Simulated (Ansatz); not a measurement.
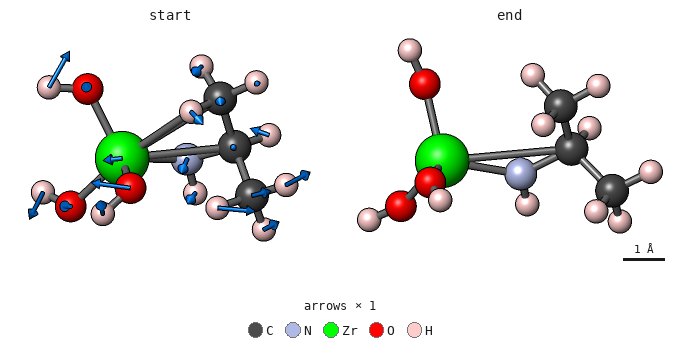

The structure of C$_{3}$H$_{11}$NO$_{3}$Zr before (left) and after (right) a relaxation, at one scale. The blue arrows give the displacements, at their true length.

The picture is a ball-and-stick view, seen face on.

The start comes from GFN2-xTB.

The calculation used Ansatz, RKS PBE0-D4/def2-TZVP. Settings: force threshold 0.005 eV/Å; at most 150 steps.

**Summarise the run.**

The largest move after the best rigid fit is that of an H atom, 1.07 Å. By element the largest moves are H 1.07 Å, O 1.00 Å, N 0.69 Å, C 0.56 Å, Zr 0.52 Å. Among the contacts that change: H–Zr 2.848 → 4.184 Å, H–Zr 2.396 → 3.200 Å, C–Zr 2.871 → 3.345 Å, C–Zr 2.823 → 3.207 Å. Bonds break, among them: H–Zr (2.40 → 3.20 Å). Among the angles between lasting bonds that change: Zr–O–H 113.9° → 153.7°, Zr–O–H 118.8° → 155.8°, Zr–O–H 119.5° → 156.2°. Over 28 accepted moves (30 points after the start) the energy falls by 0.943 eV. The largest force component goes from 1.8 to 0.0045 eV/Å. The line search rejected the trial steps at points 8, 16 of the run.
